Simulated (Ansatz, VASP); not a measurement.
# Cross-check of MgS (Niningerite) between VASP and Ansatz

Aim: how closely do two programs agree when they are given the same cell, functional and k mesh? The cell is taken from a series of VASP runs on this material, whose earlier steps may have relaxed, scaled or displaced it; both programs get it as it stands. Valence electrons are named where the data sets of a main pair hold unlike numbers.

Method: plane waves, with VASP 6.6.1 beside it; band structure at r2SCAN, band structure at LDA and dielectric response at LDA, in Ansatz 0.2.0.

## Step 1: The structure

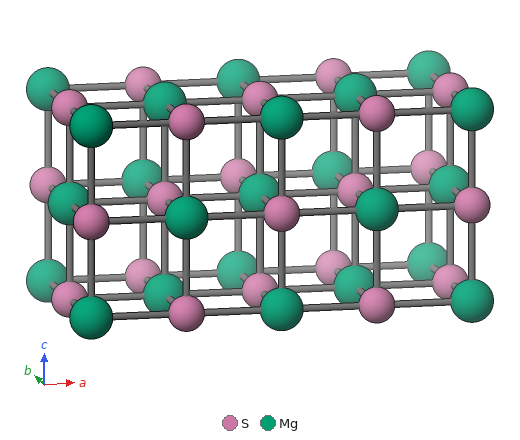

The starting structure, seen slightly off an axis (sulfur pink, magnesium teal). 2×1×1 cells are drawn. This picture shows the conventional cell, with its axes. Some periodic images of atoms are drawn too.

## Step 2: VASP: band structure, r2SCAN

The same path points are solved in both programs, so levels can be compared one by one.

Lines of VASP's logs that name or quote its potential files are left out, and so is its time.

INCAR reads:

```
SYSTEM = MgS
PREC = Accurate
ENCUT = 350
EDIFF = 1E-06
NELM = 100
ISMEAR = 0
SIGMA = 0.03
LREAL = .FALSE.
ALGO = Normal
METAGGA = R2SCAN
LASPH = .TRUE.
NBANDS = 16
LORBIT = 11
LWAVE = .FALSE.
LCHARG = .FALSE.
KPAR = 4
```

POSCAR reads:

```
MgS
1.0
    0.0000000000      2.6016500000      2.6016500000
    2.6016500000      0.0000000000      2.6016500000
    2.6016500000      2.6016500000      0.0000000000
S Mg
1 1
Direct
    0.5000000000      0.5000000000      0.5000000000
    0.0000000000      0.0000000000      0.0000000000
```

KPOINTS reads:

```
Automatic mesh
0
Gamma
8 8 8
0 0 0
```

KPOINTS_OPT reads:

```
Line mode
10
Line-mode
Reciprocal
  0.00000000   0.00000000   0.00000000 GAMMA
  0.50000000   0.00000000   0.50000000 X

  0.50000000   0.00000000   0.50000000 X
  0.50000000   0.25000000   0.75000000 W

  0.50000000   0.25000000   0.75000000 W
  0.37500000   0.37500000   0.75000000 K

  0.37500000   0.37500000   0.75000000 K
  0.00000000   0.00000000   0.00000000 GAMMA

  0.00000000   0.00000000   0.00000000 GAMMA
  0.50000000   0.50000000   0.50000000 L

  0.50000000   0.50000000   0.50000000 L
  0.62500000   0.25000000   0.62500000 U

  0.62500000   0.25000000   0.62500000 U
  0.50000000   0.25000000   0.75000000 W

  0.50000000   0.25000000   0.75000000 W
  0.50000000   0.50000000   0.50000000 L

  0.50000000   0.50000000   0.50000000 L
  0.37500000   0.37500000   0.75000000 K

  0.62500000   0.25000000   0.62500000 U
  0.50000000   0.00000000   0.50000000 X
```

The projector-augmented-wave data sets are S and Mg (PBE family, release 64).

Command:

```sh
mpirun -np 4 vasp_std
```

Numbers of over 12 decimals in the logs are rounded to 6 here.

What it wrote:

```text
[banner, memory and clock lines left out]
running    4 mpi-ranks, on    1 nodes
 distrk:  each k-point on    1 cores,    4 groups
 distr:  one band on    1 cores,    1 groups

 POSCAR found type information on POSCAR S Mg
 POSCAR found :  2 types and       2 ions
|                                                                             |
|               ----> ADVICE to this user running VASP <----                  |
|                                                                             |
|     You enforced a specific xc type in the INCAR file but a different       |
|     [... a line on the potential file left out ...]
|     I HOPE YOU KNOW WHAT YOU ARE DOING!                                     |
|                                                                             |

 LDA part: xc-table for (None), standard interpolation
 POSCAR, INCAR and KPOINTS ok, starting setup
 FFT: planning ... GRIDC
 FFT: planning ... GRID_SOFT
 FFT: planning ... GRID
 WAVECAR not read
 entering main loop
       N       E                     dE             d eps       ncg     rms          rms(c)
DAV:   1     0.565165636895E+01    0.56517E+01   -0.26541E+03  1016   0.293E+02
DAV:   2    -0.163629267565E+02   -0.22015E+02   -0.21184E+02  1256   0.740E+01
DAV:   3    -0.170981181643E+02   -0.73519E+00   -0.73453E+00  1160   0.125E+01
DAV:   4    -0.171015593703E+02   -0.34412E-02   -0.34411E-02  1224   0.998E-01
DAV:   5    -0.171015890202E+02   -0.29650E-04   -0.29650E-04  1120   0.884E-02    0.459E+00
DAV:   6    -0.155189451859E+02    0.15826E+01   -0.72460E-01  1096   0.359E+00    0.460E+00
DAV:   7    -0.155063153412E+02    0.12630E-01   -0.17302E-01  1224   0.162E+00    0.255E+00
DAV:   8    -0.155092796388E+02   -0.29643E-02   -0.55137E-03  1072   0.387E-01    0.313E-01
DAV:   9    -0.155093418551E+02   -0.62216E-04   -0.35753E-04  1184   0.920E-02    0.180E-01
DAV:  10    -0.155093681342E+02   -0.26279E-04   -0.23411E-05  1168   0.251E-02    0.869E-02
DAV:  11    -0.155093768211E+02   -0.86869E-05   -0.94961E-06  1208   0.111E-02    0.412E-03
DAV:  12    -0.155093761383E+02    0.68277E-06   -0.32958E-07   672   0.289E-03
   1 F= -.15509376E+02 E0= -.15509376E+02  d E =-.194191E-33
 Start KPOINTS_OPT (optional k-point list driver)
k-point batch [1-29\100]
       N       E                     dE             ncg
DAV:   1     0.333177943702E+03   -0.58067E+04     1000
DAV:   2    -0.258997179301E+03   -0.59218E+03     1256
DAV:   3    -0.278329353913E+03   -0.19332E+02     1160
DAV:   4    -0.278425072982E+03   -0.95719E-01     1200
DAV:   5    -0.278425954086E+03   -0.88110E-03     1176
DAV:   6    -0.278425964099E+03   -0.10013E-04     1192
DAV:   7    -0.278425964214E+03   -0.11474E-06      968
[...]
k-point batch [88-100\100]
       N       E                     dE             ncg
DAV:   1     0.394842455179E+04   -0.32710E+04      440
DAV:   2     0.366906970667E+04   -0.27935E+03      560
DAV:   3     0.366074646576E+04   -0.83232E+01      496
DAV:   4     0.366070554330E+04   -0.40922E-01      552
DAV:   5     0.366070515076E+04   -0.39254E-03      480
DAV:   6     0.366070514614E+04   -0.46208E-05      576
DAV:   7     0.366070514609E+04   -0.52852E-07      384
```

Parts of OUTCAR (step 2):

```text
ion  position               nearest neighbor table
   1  0.500  0.500  0.500-   2 2.60   2 2.60   2 2.60   2 2.60   2 2.60   2 2.60
   2  0.000  0.000  0.000-   1 2.60   1 2.60   1 2.60   1 2.60   1 2.60   1 2.60

  LATTYP: Found a face centered cubic cell.
 ALAT       =     5.2033000000

 Subroutine GETGRP returns: Found 48 space group operations
 (whereof 48 operations were pure point group operations)

The static configuration has the point symmetry O_h .

 Found     29 irreducible k-points:

   k-points           NKPTS =     29   k-points in BZ     NKDIM =     29   number of bands    NBANDS=     16

   dimension x,y,z NGX =    24 NGY =   24 NGZ =   24
   dimension x,y,z NGXF=    48 NGYF=   48 NGZF=   48

   ENCUT  =  350.0 eV  25.72 Ry    5.07 a.u.   5.61  5.61  5.61*2*pi/ulx,y,z

   NELECT =       8.0000    total number of electrons

 k-points in reciprocal lattice and weights: Automatic mesh
   0.00000000  0.00000000  0.00000000       0.002
   0.12500000  0.00000000  0.00000000       0.016
   0.25000000  0.00000000  0.00000000       0.016
   0.37500000  0.00000000  0.00000000       0.016
   0.50000000  0.00000000  0.00000000       0.008
   0.12500000  0.12500000  0.00000000       0.012
   0.25000000  0.12500000  0.00000000       0.047
   0.37500000  0.12500000  0.00000000       0.047
   0.50000000  0.12500000  0.00000000       0.047
[...]
-0.37500000  0.50000000  0.12500000       0.023
  -0.25000000  0.50000000  0.25000000       0.012

 average (electrostatic) potential at core
       1 -89.0319       2 -40.2846

 E-fermi :   3.7413

 k-point     1 :       0.0000    0.0000    0.0000
  band No.  band energies     occupation
      1      -9.6895      2.00000
      2       3.4932      2.00000
      3       3.4932      2.00000
      4       3.4932      2.00000
      5       8.1089      0.00000
      6      12.0246      0.00000
      7      12.0246      0.00000
      8      12.0246      0.00000
      9      14.4378      0.00000
    ...

 k-point     2 :       0.1250    0.0000    0.0000
  band No.  band energies     occupation
      1      -9.5343      2.00000
      2       2.4802      2.00000
      3       3.3876      2.00000
      4       3.3876      2.00000
      5       8.8647      0.00000
      6      11.7547      0.00000
      7      12.2868      0.00000
      8      12.2868      0.00000
      9      13.8496      0.00000
    ...

 k-point     3 :       0.2500    0.0000    0.0000
  band No.  band energies     occupation
      1      -9.1158      2.00000
      2       0.6955      2.00000
      3       3.1564      2.00000
      4       3.1564      2.00000
      5       9.2007      0.00000
      6      11.9228      0.00000
      7      11.9228      0.00000
      8      12.6199      0.00000
      9      14.4662      0.00000
    ...

  Total       -0.1000693     -0.1000693     -0.1000693      0.0000000     -0.0000000     -0.0000000
  in kB       -4.5523395     -4.5523395     -4.5523395      0.0000000     -0.0000000     -0.0000000
  external PRESSURE =      -4.5523395 kB  Pullay stress =       0.0000000 kB

  energy-cutoff  :      350.00
  volume of cell :       35.22
      direct lattice vectors                 reciprocal lattice vectors
     0.000000000  2.601650000  2.601650000    -0.192185728  0.192185728  0.192185728
     2.601650000  0.000000000  2.601650000     0.192185728 -0.192185728  0.192185728
     2.601650000  2.601650000  0.000000000     0.192185728  0.192185728 -0.192185728

 POSITION                                       TOTAL-FORCE (eV/Angst)
 -----------------------------------------------------------------------------------
      2.60165      2.60165      2.60165         0.000000     -0.000000      0.000000
      0.00000      0.00000      0.00000        -0.000000      0.000000     -0.000000
 -----------------------------------------------------------------------------------
    total drift:                               -0.000000     -0.000000      0.000000

  FREE ENERGIE OF THE ION-ELECTRON SYSTEM (eV)
  ---------------------------------------------------
  free  energy   TOTEN  =       -15.5093761383 eV

  energy  without entropy=      -15.5093761383  energy(sigma->0) =      -15.50937614

 total charge
# of ion       s       p       d       tot
------------------------------------------
    1        1.301   2.539   0.000   3.839
    2        0.125   0.123   0.037   0.285
--------------------------------------------------
tot          1.425   2.662   0.037   4.124

[... 3 further parts left out ...]
```

The run ends at a pressure of -0.46 GPa.

## Step 3: Ansatz: band structure, r2SCAN

Ansatz runs on its default PAW (the set named soft_2) files.

The same cell, functional, mesh and smearing now go to Ansatz, which takes its cutoff from its data sets.

input.yaml reads:

```yaml
crystal:
  lattice:
    - [0.0, 2.60165, 2.60165]
    - [2.60165, 0.0, 2.60165]
    - [2.60165, 2.60165, 0.0]
  atoms:
    - { symbol: S, position: [0.5, 0.5, 0.5] }
    - { symbol: Mg, position: [0.0, 0.0, 0.0] }
hamiltonian:
  xc: r2scan
  pseudopotentials: { kind: paw }
kpoints:
  mp_grid: { grid: [8, 8, 8] }
  band_path:
    path:
      - [0.0, 0.0, 0.0]
      - [0.16667, 0.0, 0.16667]
      - [0.33333, 0.0, 0.33333]
      - [0.5, 0.0, 0.5]
      - [0.5, 0.08333, 0.58333]
      - [0.5, 0.19444, 0.69444]
      - [0.5, 0.25, 0.75]
      - [0.45833, 0.29167, 0.75]
      - [0.40278, 0.34722, 0.75]
      - [0.375, 0.375, 0.75]
      - [0.20833, 0.20833, 0.41667]
      - [0.08333, 0.08333, 0.16667]
      - [0.0, 0.0, 0.0]
      - [0.22222, 0.22222, 0.22222]
      - [0.38889, 0.38889, 0.38889]
      - [0.51389, 0.47222, 0.51389]
      - [0.55556, 0.38889, 0.55556]
      - [0.61111, 0.27778, 0.61111]
      - [0.61111, 0.25, 0.63889]
      - [0.56944, 0.25, 0.68056]
      - [0.51389, 0.25, 0.73611]
      - [0.5, 0.27778, 0.72222]
      - [0.5, 0.38889, 0.61111]
      - [0.5, 0.47222, 0.52778]
      - [0.48611, 0.48611, 0.52778]
      - [0.43056, 0.43056, 0.63889]
      - [0.38889, 0.38889, 0.72222]
      - [0.59722, 0.19444, 0.59722]
      - [0.55556, 0.11111, 0.55556]
      - [0.5, 0.0, 0.5]
    npoints: 1
scf:
  occupations: { method: gaussian, width: 0.03 }
  n_extra_bands: 7
output:
  forces: true
  stress: true
  eigenvalues: true
```

Command:

```sh
ansatz run input.yaml --threads 2 --pin off --max-ram 4608MiB --backend cpu --events-out ev --progress --plain --runs-dir out
```

What it wrote:

```text
scf.n_extra_bands = 7 over 8 filled bands (N_el = 16.0): the run solves 15 bands
Engine: ansatz 0.2.0, aarch64-unknown-linux-gnu
Pseudopotentials: kind: paw
Pseudopotential: S, paw, valence charge 6, recommended cutoff 500 eV (meta_gga), S.paw.azcp
Pseudopotential: Mg, paw, valence charge 10, recommended cutoff 500 eV (meta_gga), Mg.paw.azcp
Functional definition: r2SCAN
  parameter k0 = 0.174
  parameter k1 = 0.065
  parameter a1 = 4.9479
  exchange = r2scan_x(k0 = k0, k1 = k1, a1 = a1)
  correlation = r2scan_c
Crystal: 2 atoms, lattice volume = 35.219 Å³
Basis set: ecut = 500 eV, 893 PW (Γ), exchange–correlation on 108×108×108 points (64 copies of the dense FFT grid, shifted against one another)
Bands: 15, of which v1, the nominal top of the filled ones, is band 8 counted from 1 (7 counted from 0)
Symmetry: 48 space group operations
Space group: Fm-3m (ITA 225), of the structure as read, at distance tolerance 3.3e-5 Å
k-points: 29 of 512
Non-local potential: S, projectors of the file, l = 0: 2, l = 1: 2, l = 2: 2
Non-local potential: Mg, projectors of the file, l = 0: 3, l = 1: 2, l = 2: 1
PAW form: soft (Blöchl's): semilocal exchange-correlation on the pseudo side does not see the compensation charge
PAW frozen core: S, regenerated for the run's functional (the file was generated under x = pbe(κ = 0.804, μ = 0.219515), c = pbe(β = 0.066725))
PAW frozen core: Mg, regenerated for the run's functional (the file was generated under x = pbe(κ = 0.804, μ = 0.219515), c = pbe(β = 0.066725))
PAW one-centre angular grid: S, 302 points (default); XC on 160 Gauss nodes
PAW one-centre angular grid: Mg, 302 points (default); XC on 224 Gauss nodes
Initial density: superposition of atomic densities (neutral atoms: chi_scale 0, normalization atom), corrected by the library's trained network
Initial wavefunctions: pseudopotential atomic-orbital guess
Functional: x = r2scan, c = r2scan; τ floored in thin density (d = 2e-4 eV/Å³)
SCF iter   1: F=—  HF=-2835.529390 eV  |F-HF|=—  |Δ(HF+E_count)|=         —  Δρ=7.02e-3  dr2=6.68e-3  dr2_τ=7.39e-3  ethr=1.77e-3  ⟨swp⟩=6.1  Hψ=2650  notcnv=0  defer=9
preconditioner: auto → none  [insulator: Δε(μ)=3.395 eV  Ē_g=15.274 eV  σ=0.030 eV  W_gap=1.00  n_scr=8 (ndim 8)  ℏωp=17.7 eV  f_vac=0.000  D(μ)=0.00/eV (n_scr^D=0)  ε∞_Penn≈2.3]
SCF iter   2: F=—  HF=-2835.575751 eV  |F-HF|=—  |Δ(HF+E_count)|=   4.64e-2  Δρ=2.88e-3  dr2=2.01e-3  dr2_τ=5.12e-5  ethr=4.17e-5  ⟨swp⟩=2.1  Hψ=1050  notcnv=0  defer=54
SCF iter   3: F=—  HF=-2835.576077 eV  |F-HF|=—  |Δ(HF+E_count)|=   3.26e-4  Δρ=7.85e-4  dr2=1.68e-4  dr2_τ=1.54e-5  ethr=1.26e-5  ⟨swp⟩=2.2  Hψ=658  notcnv=0  defer=54
SCF iter   4: F=—  HF=-2835.576044 eV  |F-HF|=—  |Δ(HF+E_count)|=   3.32e-5  Δρ=1.28e-4  dr2=3.18e-6  dr2_τ=5.76e-7  ethr=1.05e-6  ⟨swp⟩=2.1  Hψ=481  notcnv=0  defer=54
SCF iter   5: F=—  HF=-2835.576045 eV  |F-HF|=—  |Δ(HF+E_count)|=   6.07e-7  Δρ=1.07e-5  dr2=1.13e-8  dr2_τ=4.37e-9  ethr=1.99e-8  ⟨swp⟩=2.4  Hψ=531  notcnv=0  defer=54
SCF iter   6: F=-2835.576045 eV  HF=-2835.576045 eV  |F-HF|=7.77e-9  |Δ(HF+E_count)|=   2.74e-8  Δρ=4.97e-6  dr2=1.06e-8  dr2_τ=5.17e-10  ethr=7.08e-11  ⟨swp⟩=6.2  Hψ=1853  notcnv=0
SCF 1 converged in 6 iterations: F = -2835.576045 eV  dr2 = 1.06e-8
  greatest PAW one-centre occupation: 1.000 electrons in one spin orbital (limit 2), on the Mg atom at site 1 (counted from 0), in its partial waves of l = 0
NSCF: frozen V_eff on 30 k-points
SCF converged after 6 iterations
Free energy (F): -2835.576045 eV
Harris-Foulkes:  -2835.576045 eV  (|F-HF|=7.77e-9)
Internal energy: -2835.576045 eV  (E = F + TS)
E sigma→0 (E₀):  -2835.576045 eV
Fermi energy:    7.890135 eV
--- Per-component energies (eV) ---
  E_band       = -349.386634
  E_kinetic    = 184.896285
  E_local      = -1667.169019  (includes V_loc(G=0)·N_el)
  E_nonlocal   = 123.581925
  E_hartree    = 593.956074
  E_xc         = -120.722903
  E_vxc        = -136.252076  (∫ρ·V_xc dr)
  E_paw        = -906.242411  (= ΣΔE_a)
  E_vpaw       = -49.339967  (= ΣTr[D̂ρ^β])
  E_aug_tail   = -0.000001  (compensation charges beyond the density's cutoff)
  E_vtau       = 6.985459  (kinetic-family band-sum trace: ∫τ·v_τ [+ j·A + Jᵃ·Aᵃ] dr)
  E_ewald      = -1043.740020
  E_core_change = -0.135975  (= ΣΔE_core)
  E_smearing   = -0.000000  (= −TS)
  E_closure    = -0.000000  (closes the sum)
  Σ components = -2835.576045   (vs F -2835.576045, Δ=0.00e0)
--- Forces (eV/Å), atoms counted from 1 ---
  atom   1  S      0.00000000     0.00000000     0.00000000
  atom   2  Mg    -0.00000000     0.00000000     0.00000000
  max |Σ_I F_I| component: 5.75e-30 eV/Å
--- Stress (GPa, compression-positive) ---
       -0.008483       0.000000      -0.000000
        0.000000      -0.008483       0.000000
       -0.000000      -0.000000      -0.008483
  P = ⅓ Tr σ = -0.0085 GPa (-0.085 kbar)
--- Band table (eV; the first three rows and the last of 29) ---
  k-point 0: bands = [... 4 lower, -7.0266, 6.1589, 6.1589, 6.1589, 10.7994, 14.6413, 14.6413, 14.6413, ... 3 higher]
  k-point 1: bands = [... 4 lower, -6.8705, 5.1479, 6.0529, 6.0529, 11.5513, 14.3840, 14.9033, 14.9033, ... 3 higher]
  k-point 2: bands = [... 4 lower, -6.4490, 3.3642, 5.8206, 5.8206, 11.8701, 14.5587, 14.5587, 15.2783, ... 3 higher]
  k-point 28: bands = [... 4 lower, -5.2620, 2.8807, 2.8807, 3.8148, 12.0771, 14.7536, 14.7536, 14.9647, ... 3 higher]
```

Elapsed: 1.9 s, on 2 threads of Arm Neoverse V1, shared host; peak memory 0.36 GiB.

In the SCF lines HF is the Harris–Foulkes energy and dr2 the Hartree energy of the density residual, in eV; the loop may stop once dr2 is under the threshold and the program's other checks hold. Hψ counts applications of the Hamiltonian.

## Step 4: Comparison

Known differences besides the potentials themselves: VASP keeps PBE cores, Ansatz makes them for the functional; the data sets hold 16 valence electrons in Ansatz (on its default PAW (the set named soft_2) files) and 8 in VASP; the cutoff is 500 eV in Ansatz and 350 eV in VASP. Total energies have different zeros and are not compared.

The two programs side by side:

```
                     quantity  Ansatz   VASP  difference
               pressure (GPa)   -0.01  -0.46       +0.45
gap over the path points (eV)   3.462  3.434      +0.028
```

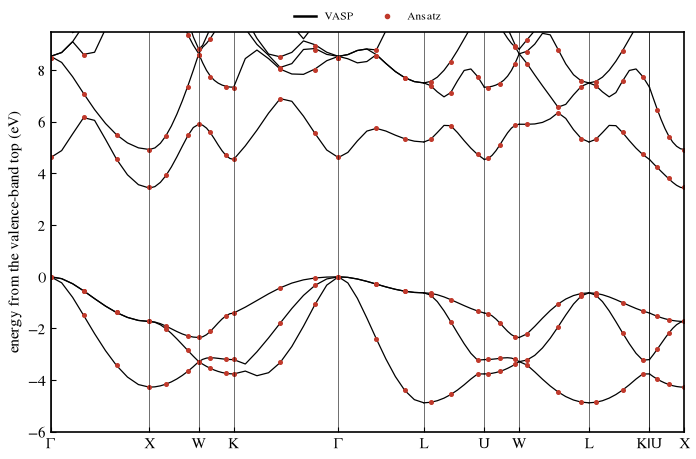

Bands from VASP (lines) and levels from Ansatz (dots). Dots without a line are higher empty bands that the VASP plot leaves out.

Levels at points of the path, from each program's valence-band top (eV; 3 filled, then empty):

```csv
k (reciprocal lattice),Ansatz,VASP
0.000 0.000 0.000,0.00 0.00 0.00 4.64 8.48 8.48,0.00 0.00 0.00 4.62 8.53 8.53
0.167 0.000 0.167,-1.49 -0.54 -0.54 6.18 7.06 8.60,-1.49 -0.54 -0.54 6.16 7.09 8.61
0.333 0.000 0.333,-3.43 -1.38 -1.38 4.58 5.48 10.72,-3.43 -1.38 -1.38 4.55 5.50 10.71
0.500 0.000 0.500,-4.27 -1.73 -1.73 3.46 4.91 13.15,-4.27 -1.73 -1.73 3.43 4.93 13.14
0.500 0.083 0.583,-4.15 -2.00 -1.90 3.94 5.43 11.84,-4.16 -2.00 -1.91 3.91 5.45 11.90
0.500 0.194 0.694,-3.65 -2.85 -2.28 5.47 7.35 9.36,-3.66 -2.85 -2.29 5.46 7.38 9.37
0.500 0.250 0.750,-3.28 -3.28 -2.34 5.92 8.60 8.60,-3.28 -3.28 -2.35 5.90 8.63 8.63
0.458 0.292 0.750,-3.54 -3.13 -2.10 5.59 7.74 9.22,-3.54 -3.13 -2.11 5.57 7.76 9.23
0.403 0.347 0.750,-3.73 -3.19 -1.51 4.71 7.35 10.17,-3.73 -3.19 -1.51 4.70 7.37 10.20
0.375 0.375 0.750,-3.75 -3.20 -1.40 4.56 7.32 10.39,-3.76 -3.20 -1.40 4.54 7.34 10.43
```

Among the levels compared at these points, filled levels agree within 5 meV and empty ones within 80 meV.

## Step 5: Further runs

Further runs change the set-up of one program: Ansatz's method, potentials or start, or VASP's data sets, cutoff or form of LDA. The table gives Ansatz less VASP for each quantity, since a change that brings one quantity closer may part another.

| run | pressure (GPa) | gap over the path points (eV) |
| --- | --- | --- |
| as above | 0.45 | 0.028 |
| Ansatz's all-electron LAPW method | 0.41 | 0.030 |

[end of part 1 of 2]

[Lines on the potential files, build, host, timing and source positions are cut from VASP's logs without a mark.]

[Logs are printed without paths, hosts, clocks, repeated set-up lines and the standing remarks that a program may print on its own settings, such as how far it seeks lower states.]

[Hosts, paths, dates, database ids (printed as entryN), source tags and the programs' standing remarks are cut or masked in the printed files.]
